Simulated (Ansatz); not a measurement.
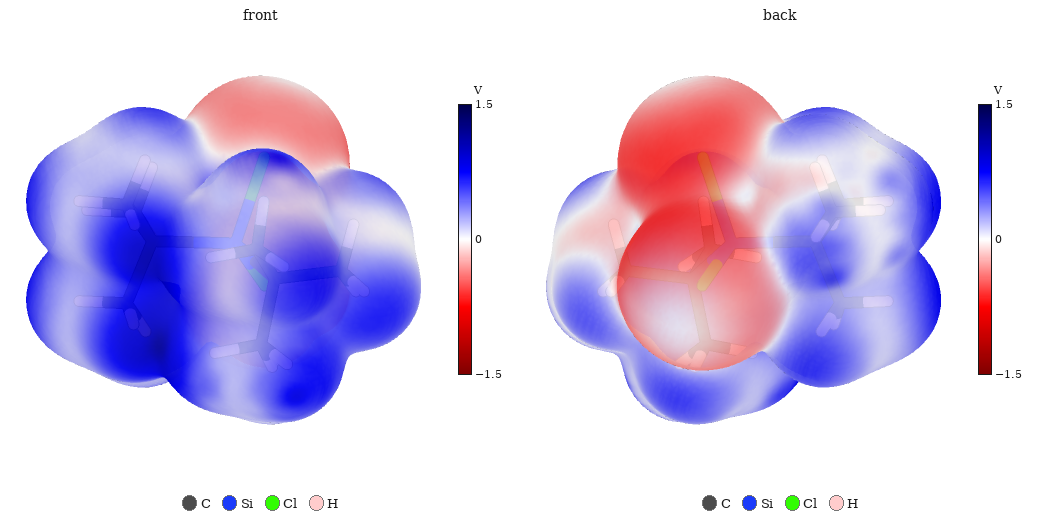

Figure. C$_{8}$H$_{18}$Cl$_{2}$Si (SMILES CC(C)(C)[Si](Cl)(Cl)C(C)(C)C). The electrostatic potential painted on the density surface at 0.002 e/bohr³, seen from the front and from behind; red is negative and blue positive.

Geometry: PBE0-D4/def2-TZVP.

Computed with RKS PBE0-D4/def2-TZVPP (Ansatz 0.2.0).

```xyz
29

C    -1.7061    0.3702    1.5119
C    -0.4465    1.1410    1.1137
C     0.6857    0.8185    2.0904
C    -0.7416    2.6423    1.1828
Si    0.0606    0.7205   -0.6648
Cl    1.7360    1.8581   -1.0921
Cl   -1.4561    1.3895   -1.9039
C     0.4482   -1.0608   -1.1882
C     0.8757   -1.0431   -2.6587
C    -0.7899   -1.9480   -1.0482
C     1.5905   -1.6333   -0.3475
H    -2.5256    0.5303    0.8072
H    -1.5258   -0.7038    1.5881
H    -2.0440    0.7137    2.4960
H     1.6127    1.3316    1.8248
H     0.8935   -0.2514    2.1476
H     0.3995    1.1495    3.0950
H    -1.0230    2.9029    2.2092
H    -1.5663    2.9271    0.5269
H     0.1305    3.2417    0.9132
H     1.0905   -2.0686   -2.9794
H     0.0904   -0.6481   -3.3066
H     1.7773   -0.4477   -2.8149
H    -1.1011   -2.0668   -0.0089
H    -0.5626   -2.9470   -1.4370
H    -1.6381   -1.5578   -1.6151
H     1.8719   -2.6161   -0.7419
H     1.3044   -1.7732    0.6968
H     2.4797   -0.9991   -0.3766
```

Q: Which sites attract a positive test charge, and which a negative one?

A: A positive charge is drawn to the negative regions and a negative charge to the positive ones. The most negative region (about −0.7 V) lies over Cl6 and Cl7, the most positive (about +1.0 V) over H13, H16, H24 and H28.
